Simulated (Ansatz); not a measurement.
Br3CuH3N (charge −1, doublet)

| atom | x (Å) | y (Å) | z (Å) |
| --- | --- | --- | --- |
| Cu | -0.0049 | 0.9345 | 0.0848 |
| Br | 2.3514 | 0.6888 | 0.7990 |
| Br | 0.0082 | 3.1678 | -0.7266 |
| Br | -2.3939 | 0.6720 | 0.6734 |
| N | 0.0095 | -1.1124 | -0.2087 |
| H | -0.8167 | -1.4310 | -0.7258 |
| H | -0.0400 | -1.4929 | 0.7417 |
| H | 0.8864 | -1.4266 | -0.6379 |

Geometry: PBE-D4/def2-SVPD.

Level of theory: UKS PBE0-D4/def2-TZVPD in Ansatz 0.2.0.

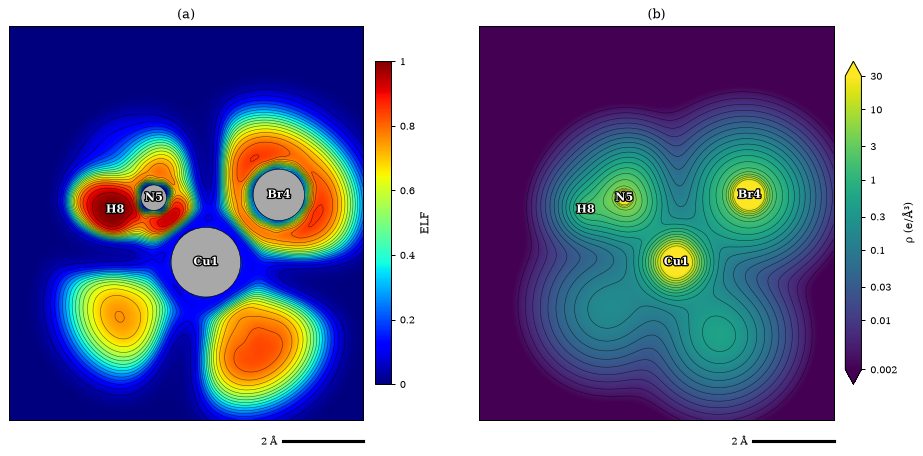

Figure 1. (a) ELF; (b) electron density on the plane of atoms Br4, Cu1 and N5. Grey discs cover the atomic cores in the ELF map.

> What do the fields say about this system?

Atoms in the plane: Cu, Br, N and H.
Cu–N (2.07 Å): ρ is about 0.51 e/Å³ halfway; the ELF peaks at about 0.95 in the valence shell of N, 0.7 Å from its nucleus, and is about 0.20 at the midpoint.
N–H (1.03 Å): ρ at the midpoint is about 2.9 e/Å³; the ELF climbs to about 1 towards the hydrogen, as it does in any bond to H (a covalent bond by its length).
Cu–Br (2.47 Å): ρ is about 0.42 e/Å³ halfway, with its minimum of 0.37 e/Å³ about 1.1 Å from Cu; the ELF peaks at about 0.80 in the valence shell of Br, 1.0 Å from its nucleus, and is about 0.50 at the midpoint.

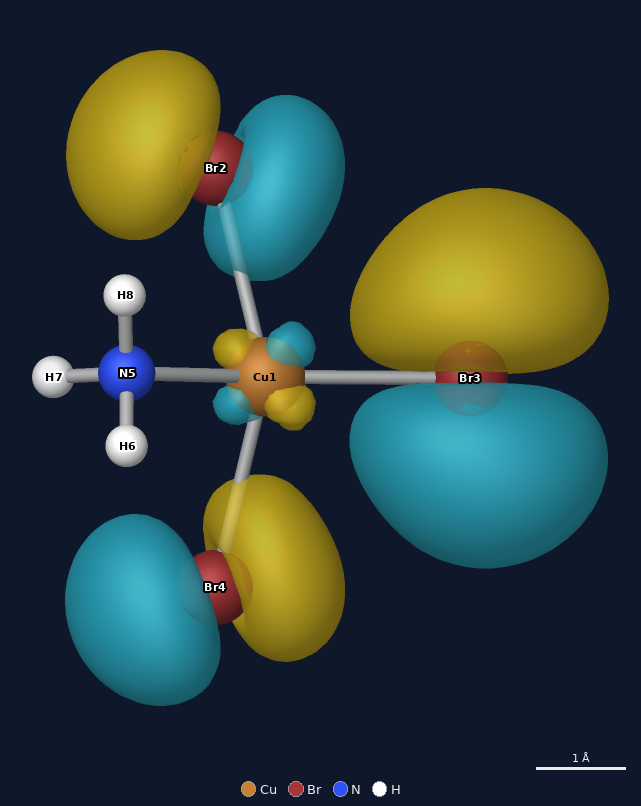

Figure 2. The HOMO (α) at ±0.06 Å⁻³ᐟ² (yellow and cyan are the two phases), seen at an oblique angle.

> Where does this orbital lie, and at what energy?

It lies mainly on Br3 (about 70 %), Br2 (about 15 %) and Br4 (about 15 %); largely a lone pair of Br3. Its energy is −3.00 eV.
